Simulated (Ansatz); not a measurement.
A series of calculations on BSiH₅F

### Relaxation

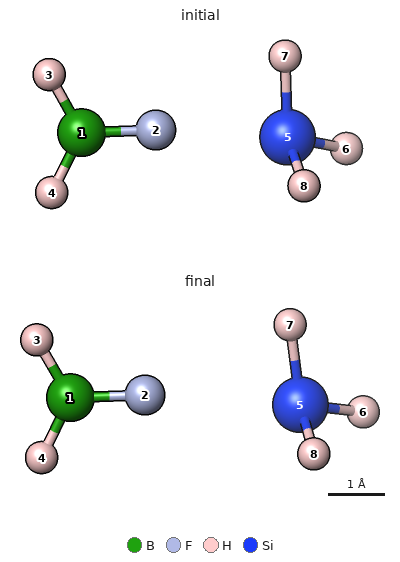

The structure of BSiH5F (multiplicity 2) before (top) and after (bottom) a relaxation, at one scale.

A ball-and-stick model, seen at a tilt.

The run prepares an end point of a later path (reaction) calculation, from a guessed geometry.

Theory: UKS PBE/6-31G* (Ansatz 0.2.0).

Input file:
```yaml
crystal:
  periodic: [false, false, false]
  atoms:
    - { symbol: B, position_ang: [0.087263, 0.131397, -0.194189] }
    - { symbol: F, position_ang: [0.143714, 0.407446, 1.106674] }
    - { symbol: H, position_ang: [1.133551, -0.023204, -0.773392] }
    - { symbol: H, position_ang: [-1.004554, 0.029731, -0.697002] }
    - { symbol: Si, position_ang: [-0.213239, -0.334917, 3.781546] }
    - { symbol: H, position_ang: [-0.589413, -1.005844, 5.078636] }
    - { symbol: H, position_ang: [1.283582, -0.230219, 3.672434] }
    - { symbol: H, position_ang: [-0.840903, 1.02561, 3.707493] }
magnetization:
  spin_polarized: true
  initial_magnetization: 1
basis:
  gaussian: { orbitals: "6-31G*" }
hamiltonian:
  xc: pbe
relax:
  f_tol: 0.03
  max_steps: 50
```

Launched with:
```bash
ansatz run input.yaml --threads 1 --pin off --max-ram 2048MiB --backend cpu --events-out ev --progress --plain --runs-dir out
```

### What changed between the two?

H6 moves most after the best rigid fit: 0.31 Å. By element the largest moves are H 0.31 Å, F 0.30 Å, Si 0.26 Å, B 0.22 Å. Some distances before and after: Si5–H6 1.508 → 1.502 Å, Si5–H7 1.504 → 1.500 Å. Over 5 accepted moves (6 points after the start) the energy falls by 5.52 kJ/mol. Largest force component: 0.28 eV/Å at the start, 0.016 eV/Å at the end. The line search rejected the trial step at point 1 of the run. The run took 19 s on 1 thread of Arm Neoverse V1 (shared host), peak memory 0.14 GiB.

Limits of the set-up: the start holds two separate molecules, 2.8 Å apart at their closest, whose relative position is a soft coordinate and is computed without a dispersion correction.

### Relaxation

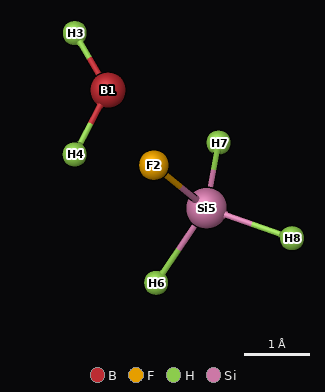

BSiH5F (multiplicity 2), before the relaxation. The picture is a ball-and-stick view, seen from a free direction.

The run prepares an end point of a later path (reaction) calculation, from a guessed geometry.

Level of theory: UKS PBE/6-31G* (Ansatz 0.2.0).

Input file:
```yaml
crystal:
  periodic: [false, false, false]
  atoms:
    - { symbol: B, position_ang: [0.00072, 0.379589, -0.537494] }
    - { symbol: F, position_ang: [-0.003137, -0.103225, 1.931636] }
    - { symbol: H, position_ang: [1.080084, -0.135496, -0.670595] }
    - { symbol: H, position_ang: [-1.078833, -0.134226, -0.673169] }
    - { symbol: Si, position_ang: [-6.6e-05, -0.018257, 3.543088] }
    - { symbol: H, position_ang: [-0.763996, -1.185793, 4.087999] }
    - { symbol: H, position_ang: [1.41475, -0.062822, 4.0303] }
    - { symbol: H, position_ang: [-0.649522, 1.26023, 3.970434] }
magnetization:
  spin_polarized: true
  initial_magnetization: 1
basis:
  gaussian: { orbitals: "6-31G*" }
hamiltonian:
  xc: pbe
relax:
  f_tol: 0.03
  max_steps: 50
output:
  orbitals: {}
```

Command:
```bash
ansatz run input.yaml --threads 1 --pin off --max-ram 2048MiB --backend cpu --events-out ev --progress --plain --runs-dir out
```

Question: Where does the relaxation end?

Answer: The energy falls by 1.613 eV in 20 accepted moves (22 points after the start). The largest force component goes from 0.85 to 0.0067 eV/Å. The line search rejected the trial steps at points 17, 21 of the run. The atom that moves furthest after the best rigid fit is F2 (2.04 Å). Largest moves by element: F 2.04 Å, H 1.67 Å, B 1.40 Å, Si 0.61 Å. Near-neighbour distances that change, for instance: B1–Si5 4.100 → 2.207 Å, F2–Si5 1.614 → 2.990 Å, B1–F2 2.516 → 1.365 Å, B1–H3 1.203 → 1.226 Å. New bonds form, among them: B1–F2 (2.52 → 1.36 Å), B1–Si5 (4.10 → 2.21 Å). Bonds break, among them: F2–Si5 (1.61 → 2.99 Å). Among the angles between lasting bonds that change: H3–B1–H4 127.6° → 122.2°. The run took 63 s on 1 thread of Arm Neoverse V1, on a shared host, peak memory 0.15 GiB.

Final geometry:

```xyz
8

B     0.0335   -0.1460    0.7561
F     0.4824   -1.3894    0.4178
H     0.8551    0.7635    0.7240
H    -1.1677    0.0576    0.6659
Si   -0.0336    0.1218    2.9461
H    -0.9749   -0.8842    3.5382
H     1.3442   -0.0419    3.5118
H    -0.5390    1.5185    3.1223
```

The end point in the same view:

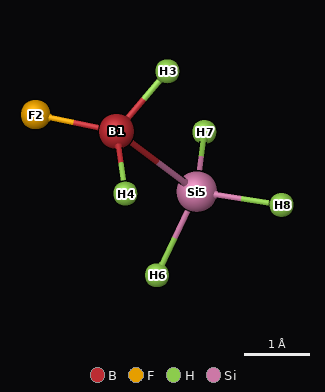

Limits of the set-up: the start holds two separate molecules, 2.5 Å apart at their closest, whose relative position is a soft coordinate and is computed without a dispersion correction.

### Path

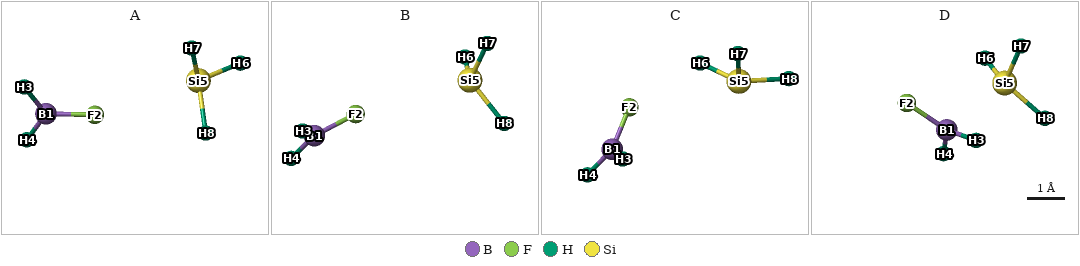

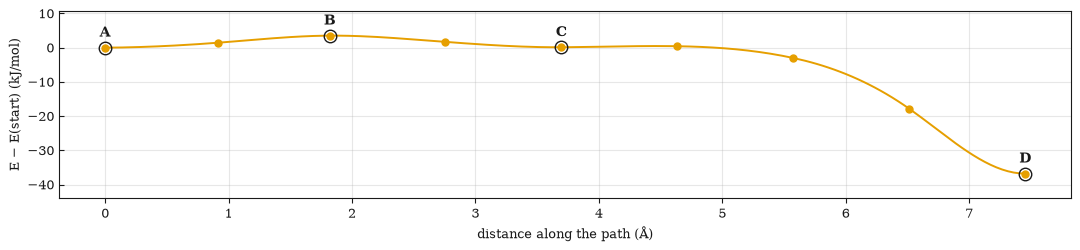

NEB run on BSiH5F (multiplicity 2), made up at the start of BH$_{2}$F and SiH3. Images are numbered from 0 (start) to 8 (end). Frames A to D are images 0, 2, 4, 8. Style: ball-and-stick. Shown at a tilt.

These are results of UKS PBE/6-31G* in Ansatz 0.2.0, not measurements. Settings: 7 movable images; climbing image; force threshold 0.05 eV/Å; iteration limit 60; starting path through a guess of the saddle point.

**Describe the mechanism and the energy profile.**

The highest point, image 2, lies 3.5 kJ/mol above the start and 40.3 kJ/mol above the end; the end is at −36.8 kJ/mol relative to the start. No bond forms or breaks between the ends. The band converged in 31 iterations. The largest component of the band force went from 84 to 0.038 eV/Å. The climbing image converged on the top of the path. Its vibrational analysis gives 2 imaginary modes over 30i cm⁻¹, so it isn't confirmed as a transition state.

Limits of the set-up: the start holds two separate molecules, 3.2 Å apart at their closest, whose relative position is a soft coordinate and is computed without a dispersion correction.

Cost: 8.5 min on 1 thread of Arm Neoverse V1, with other jobs on the host, peak memory 0.13 GiB.
